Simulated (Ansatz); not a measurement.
Energy landscape of Ge₂W

10 relaxations of Ge2W ended in 8 distinct structures. Level of theory: r2SCAN (plane waves to 500 eV, PAW, scalar-relativistic; Ansatz, a program for electronic structure).

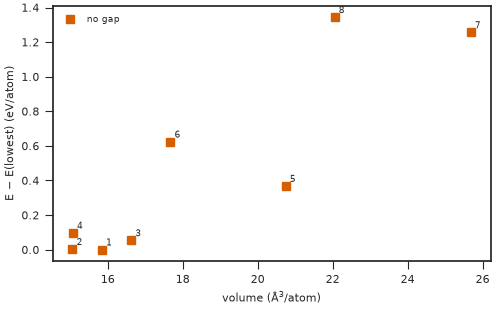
Fig. 1. Energy against volume of the distinct structures, numbered as in the table

```tsv
#	space group	Pearson	type	E − E(lowest) (eV/atom)	V (Å³/atom)	runs ending here
1	P4/nmm	tP6	–	0.00	15.84	1
2	I4/mmm	tI6	AFLOW prototype AB2_tI6_139_a_e (C11_b, as in Si2Mo)	0.00	15.06	2
3	I4/mcm	tI12	AFLOW prototype A2B_tI12_140_h_a (C16, as in Al2Cu)	0.05	16.62	1
4	P6₄22	hP9	–	0.10	15.07	2
5	P4₂/mnm	tP6	–	0.37	20.75	1
6	Fd-3m	cF48	AFLOW prototype AB2_cF48_227_c_e (as in Ti2C)	0.62	17.67	1
7	P6/mmm	hP9	–	1.26	25.68	1
8	Pmmm	oP3	–	1.34	22.05	1
```

All are gapless at this level. P4/nmm, tP6 is the lowest among the structures calculated here, level within the accuracy with I4/mmm, tI6, AFLOW prototype AB2_tI6_139_a_e (C11_b, as in Si2Mo).

```cif
data_Ge4W2
_chemical_formula_sum 'Ge4 W2'
_space_group_name_H-M_alt 'P4/nmm :1'
_space_group_IT_number 129
_space_group_name_Hall 'P 4ab 2ab -1ab'
_cell_length_a 3.50589
_cell_length_b 3.50589
_cell_length_c 7.73439
_cell_angle_alpha 90.000
_cell_angle_beta 90.000
_cell_angle_gamma 90.000
loop_
_space_group_symop_operation_xyz
  'x, y, z'
  '-y+1/2, x+1/2, z'
  '-x, -y, z'
  'y+1/2, -x+1/2, z'
  'x+1/2, -y+1/2, -z'
  '-y, -x, -z'
  '-x+1/2, y+1/2, -z'
  'y, x, -z'
  '-x+1/2, -y+1/2, -z'
  'y, -x, -z'
  'x+1/2, y+1/2, -z'
  '-y, x, -z'
  '-x, y, z'
  'y+1/2, x+1/2, z'
  'x, -y, z'
  '-y+1/2, -x+1/2, z'
loop_
_atom_site_label
_atom_site_type_symbol
_atom_site_symmetry_multiplicity
_atom_site_Wyckoff_symbol
_atom_site_fract_x
_atom_site_fract_y
_atom_site_fract_z
_atom_site_occupancy
Ge1 Ge 2 a 0.00000 0.00000 0.00000 1
Ge2 Ge 2 c 0.50000 0.00000 0.39770 1
W1 W 2 c 0.00000 0.50000 0.25400 1
```

Each run could gain symmetry but not lose that of its start, so entries can be saddle points. All of these are generated cells (placed on structure types, drawn at random, substituted or restacked) that were not matched to a known phase here. The real structure of this composition may not be among these. Static energies at zero pressure. No spin polarisation in the result. A magnetic state may lie lower.
